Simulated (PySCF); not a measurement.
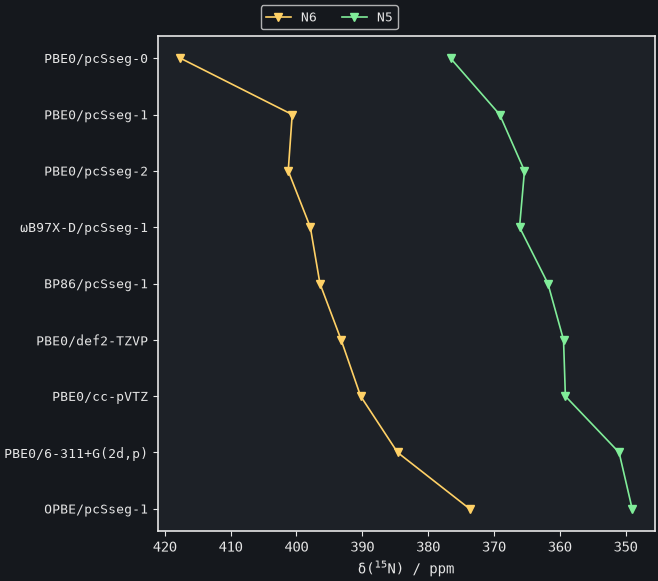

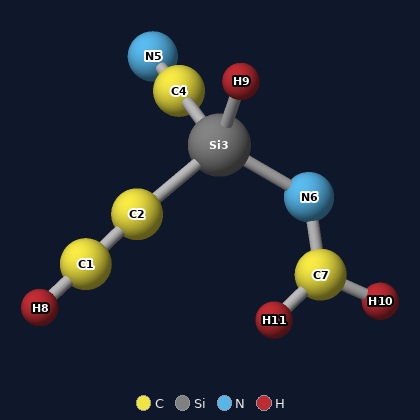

GIAO ¹⁵N shifts of C₄H₄N₂Si, SMILES C#C[Si@H](C#N)N=C at several levels, one geometry, PySCF 2.14.0, at a PBE0-D3(BJ)/def2-SVP geometry (no frequency check); values of one conformer, averaged over methyl-type rotors and exact or near symmetry; other conformers aren't averaged in; each against NH₃ at the same level (¹⁵N: a single molecule, while the usual scales start at liquid NH₃ or nitromethane; multiply bonded nitrogen can come out tens of ppm too deshielded).

Which of the plotted signals depends most on the level, and by how much?

Answer. That of N6: from 373.7 ppm (OPBE/pcSseg-1) to 417.6 ppm (PBE0/pcSseg-0), a spread of 43.9 ppm. The steadiest, N5, moves by 27.6 ppm.

Do all levels give the signals in the same order?

Answer. Yes, the order of the signals is the same at every level.
